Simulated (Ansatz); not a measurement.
SiHF (SMILES F[SiH]): methods side by side

The species is SiHF (3 atoms), meant as a singlet with charge 0. As SMILES, `F[SiH]`. The coordinates come from a PBE0-D4/def2-TZVP relaxation.

```tsv
atom	x (Å)	y (Å)	z (Å)
F	-1.0902	0.0244	-0.6023
Si	0.1868	0.6294	0.1738
H	0.8924	-0.7186	0.4153
```

Each level gives the energy change with the F1–Si2 bond stretched from 1.612 to 3.224 Å (eV). The values are calculated.

```csv
level,kind,program,value (eV),less FCI/STO-3G
revPBE/STO-3G (restricted),GGA,Ansatz,6.15,+1.70
B3LYP/STO-3G (restricted),global hybrid,Ansatz,7.08,+2.63
BHLYP/STO-3G (restricted),global hybrid,Ansatz,7.95,+3.50
PBE0/STO-3G (restricted),global hybrid,Ansatz,7.27,+2.82
CAM-B3LYP/STO-3G (restricted),range-separated hybrid,Ansatz,7.78,+3.33
HSE06/STO-3G (restricted),range-separated hybrid,Ansatz,7.23,+2.78
CCSD(T)/STO-3G (restricted),coupled cluster or CI,Ansatz,4.40,-0.05
CCSDT(Q)/STO-3G (restricted),coupled cluster or CI,Ansatz,4.47,+0.02
FCI/STO-3G,exact in the basis,Ansatz,4.45,0.00
```

FCI/STO-3G is exact within its basis and frozen core, so for wave-function methods in that basis the difference is their error; functionals converge differently with the basis, so for them it is only a difference. The first shape isn't each level's own minimum. The values span 4.40 to 7.95 eV. All rows use very small basis sets, so none should be taken for the real molecule's value.

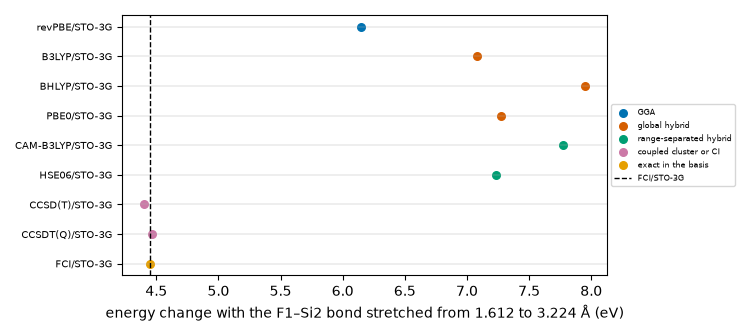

The values of the table, level by level.
